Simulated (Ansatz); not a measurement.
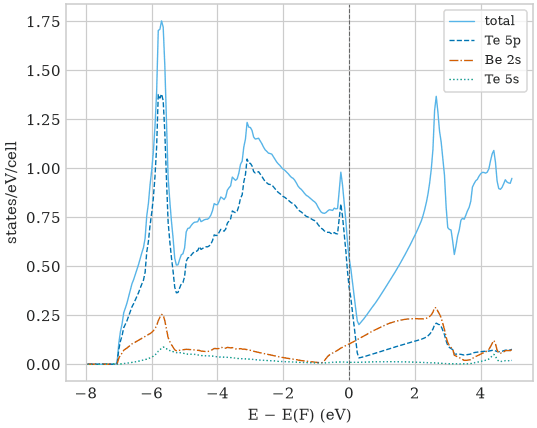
Figure: Total and projected density of states of BeTe (rock salt, Fm-3m), plane-wave PAW r²SCAN (Ansatz code)

Which orbitals carry the states next to the Fermi level?

Within 0.5 eV of the Fermi level: Te 5p 72 %, Be 2s 19 %, outside the projected shells 8 %. Projections are on Löwdin-orthogonalised atomic valence shells; empty p or d shells of many metals are not among them.

Where is the tallest occupied peak in this window, and what makes it?

Near -5.7 eV, about 1.8 states/eV per cell; the largest projected share is Te 5p.

The start of the workflow was typed in or built on a structure type; neither database checked (COD, Materials Project) lists it. COD files the formula under space group No. 216, so this cell is another polymorph or a model. Its standing as an ambient phase is unchecked. Symmetry was held in the r²SCAN relaxation; its stability against distortions is not shown here. Spin–orbit coupling is left out wherever it is not named.

Potentials: the earlier of the program's two PAW sets.
